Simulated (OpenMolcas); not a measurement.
Dy²⁺ complex: multiconfigurational calculation (part 2 of 2)

Continued. System: Dy²⁺ with 6 ligands (O; octahedron, 2.58 Å), embedded in SrO by model potentials and point charges, whose field is part of the energies. Method: state-averaged CASSCF, active space 10 electrons in the shell 4f, basis ANO-RCC-VDZP on the metal and ANO-RCC-VDZP on the ligands, DKH2 scalar Hamiltonian, spin-orbit coupling by RASSI with atomic mean-field integrals (OpenMolcas).

## The program's output (extracts), continued
```
--- RASSI ---
SPIN-FREE ENERGIES:
  (Shifted by EMIN (a.u.) =     -12602.8432126961)

 SF State       Relative EMIN(au)   Rel lowest level(eV)    D:o, cm**(-1)

     1             0.0000000000        0.0000000000              0.0000
     2             0.0002187618        0.0059528113             48.0127
     3             0.0002187618        0.0059528113             48.0127
     4             0.0002187618        0.0059528113             48.0127
     5             0.0003514127        0.0095624272             77.1262
     6             0.0003514127        0.0095624272             77.1262
     7             0.0013057065        0.0355300833            286.5694
     8             0.0013057065        0.0355300833            286.5694
     9             0.0013057065        0.0355300833            286.5694
    10             0.0013133553        0.0357382178            288.2482
    11             0.0013133553        0.0357382178            288.2482
    12             0.0013133553        0.0357382178            288.2482
    13             0.0014411066        0.0392145073            316.2863
    14             0.0747973057        2.0353383759          16416.1111
    15             0.0747973057        2.0353383759          16416.1111
    16             0.0747973057        2.0353383759          16416.1111
    17             0.0752404820        2.0473978182          16513.3771
    18             0.0754485693        2.0530601610          16559.0469
    19             0.0754485693        2.0530601610          16559.0469
    20             0.0754485693        2.0530601610          16559.0469
    21             0.0760035136        2.0681609658          16680.8431
    34             0.0888638715        2.4181091310          19503.3654
    35             0.0888638715        2.4181091310          19503.3654
    36             0.0888638715        2.4181091310          19503.3654
    37             0.0888964034        2.4189943692          19510.5054
    38             0.0888964034        2.4189943692          19510.5054
    39             0.0888964034        2.4189943692          19510.5054
    40             0.0891242569        2.4251945792          19560.5134
    41             0.0891995740        2.4272440609          19577.0436
    42             0.0891995740        2.4272440609          19577.0436
    43             0.0891995740        2.4272440609          19577.0436
    44             0.0892397523        2.4283373685          19585.8617
    45             0.0892397523        2.4283373685          19585.8617
    46             0.0893066116        2.4301567025          19600.5357
    47             0.0893066116        2.4301567025          19600.5357
    48             0.0893066116        2.4301567025          19600.5357
    49             0.1133317664        3.0839144691          24873.4476
    50             0.1133317664        3.0839144691          24873.4476
    51             0.1133317664        3.0839144691          24873.4476
    52             0.1133833391        3.0853178353          24884.7666
Eigenvalues of complex Hamiltonian:
   -----------------------------------
  (Shifted by EMIN (a.u.) =     -12602.8432126961)

 SO State       Relative EMIN(au)   Rel lowest level(eV)    D:o, cm**(-1)

     1            -0.0296517679        0.0000000001              0.0000
     2            -0.0296517679        0.0000000000              0.0000
     3            -0.0296255812        0.0007125767              5.7473
     4            -0.0296255812        0.0007125766              5.7473
     5            -0.0296255812        0.0007125766              5.7473
     6            -0.0295622774        0.0024351599             19.6409
     7            -0.0288967038        0.0205463399            165.7174
     8            -0.0288967038        0.0205463391            165.7174
     9            -0.0288967038        0.0205463401            165.7174
    10            -0.0288136238        0.0228070614            183.9514
    11            -0.0288136238        0.0228070617            183.9514
    12            -0.0288136238        0.0228070617            183.9514
    13            -0.0286369427        0.0276147988            222.7284
    14            -0.0286369427        0.0276147996            222.7284
    15            -0.0286291821        0.0278259768            224.4316
    16            -0.0286291821        0.0278259769            224.4316
    17            -0.0286291821        0.0278259776            224.4316
    18            -0.0101634621        0.5303038165           4277.1887
    19            -0.0101634621        0.5303038164           4277.1887
    20            -0.0101634621        0.5303038164           4277.1887
    21            -0.0101436096        0.5308440283           4281.5458
    22            -0.0101436097        0.5308440275           4281.5458
    23            -0.0101436097        0.5308440280           4281.5458
    24            -0.0097991745        0.5402165866           4357.1406
    25            -0.0097289331        0.5421279506           4372.5568
    26            -0.0097289331        0.5421279509           4372.5568
    27            -0.0097289332        0.5421279504           4372.5568
    28            -0.0096832401        0.5433713214           4382.5853
    29            -0.0096832401        0.5433713216           4382.5853
    30            -0.0095731435        0.5463672021           4406.7487
    31            -0.0095731436        0.5463672015           4406.7487
    32            -0.0095731435        0.5463672017           4406.7487
    33             0.0041451818        0.9196618522           7417.5731
    34             0.0041451818        0.9196618524           7417.5731
    35             0.0041733621        0.9204286765           7423.7579
    36             0.0041733621        0.9204286768           7423.7579
    37             0.0041733621        0.9204286773           7423.7579
    38             0.0043052058        0.9240163254           7452.6943
    39             0.0044510992        0.9279862878           7484.7142
    40             0.0044510992        0.9279862879           7484.7142
    41             0.0044510992        0.9279862879           7484.7142
Weights of the five most important spin-orbit-free states for each spin-orbit state.

 SO State  Total energy (au)           Spin-free states, spin, and weights
 -------------------------------------------------------------------------------------------------------
    1        -0.029652       4 2.0  0.3100    1 2.0  0.2425    2 2.0  0.1218    6 2.0  0.1130    5 2.0  0.1130
    2        -0.029652       3 2.0  0.2728    1 2.0  0.2425    2 2.0  0.1963    5 2.0  0.1130    6 2.0  0.1130
    3        -0.029626       2 2.0  0.4508    5 2.0  0.2815    1 2.0  0.1782    3 2.0  0.0155    6 2.0  0.0151
    4        -0.029626       3 2.0  0.4513    1 2.0  0.1782    6 2.0  0.1589    5 2.0  0.1376    2 2.0  0.0156
    5        -0.029626       4 2.0  0.4647    6 2.0  0.2709    1 2.0  0.1782    5 2.0  0.0257   37 1.0  0.0116
    6        -0.029562       5 2.0  0.2411    6 2.0  0.2411    2 2.0  0.1538    3 2.0  0.1538    4 2.0  0.1538
    7        -0.028897       8 2.0  0.1875   11 2.0  0.1276   12 2.0  0.1038   10 2.0  0.1012    7 2.0  0.0763
    8        -0.028897       7 2.0  0.1877   10 2.0  0.1305   11 2.0  0.1012   12 2.0  0.1009    8 2.0  0.0763
    9        -0.028897       9 2.0  0.1979   12 2.0  0.1279   11 2.0  0.1038   10 2.0  0.1010    1 2.0  0.0760
   10        -0.028814      10 2.0  0.3251    6 2.0  0.1053   11 2.0  0.1047   12 2.0  0.1021    8 2.0  0.0774
   11        -0.028814      11 2.0  0.2670   12 2.0  0.1608   10 2.0  0.1040    7 2.0  0.0771    5 2.0  0.0695
   12        -0.028814      12 2.0  0.2689   11 2.0  0.1602   10 2.0  0.1027    5 2.0  0.0916    7 2.0  0.0766
```

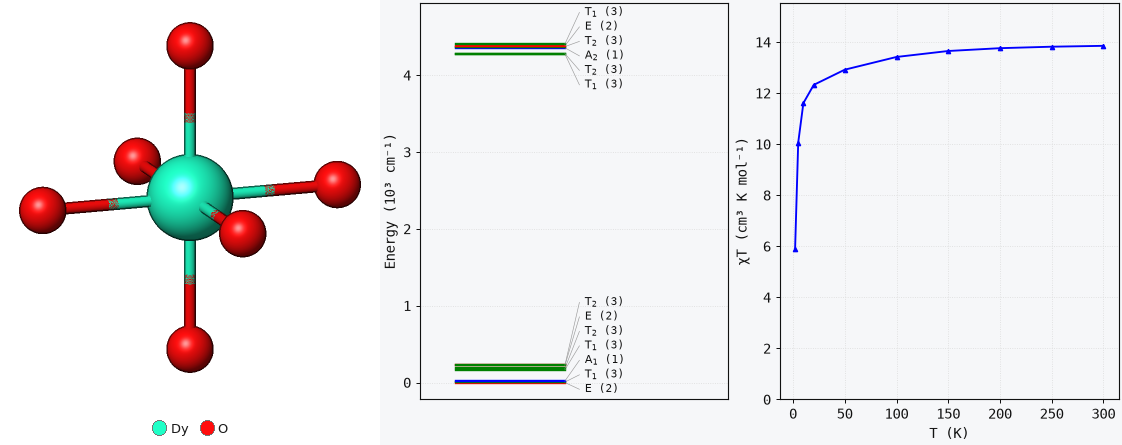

*Dy²⁺ (4f¹⁰) as a dopant in SrO, a cluster with its 6 nearest O²⁻ at 2.580 Å (octahedron) embedded in model potentials and point charges; the geometry was set, not optimised, and its levels and susceptibility. Labels give the representation in O, Td, D4 or D3 as the site allows (double group for half-integer spin) where it could be assigned and, in brackets, the degeneracy; spin-free states, where drawn, share the zero of the spin-orbit levels. Powder susceptibility by Van Vleck's formula.*

The ground level is E, doubly degenerate, 95 % from states of spin multiplicity 5 (of the 210 states of multiplicity 3, 106 enter the spin-orbit step). Its principal g values are all close to zero. The next level lies at 5.7 cm⁻¹ (T₁). The lowest J multiplet spreads over 224 cm⁻¹. χT is 5.91 cm³ K mol⁻¹ at 2 K and 13.9 at 300 K, an effective moment of 10.53 μB. The active orbitals hold 100 % metal character (Löwdin), and the Mulliken charge of the metal is +1.44.

Outcome of the run: converged.
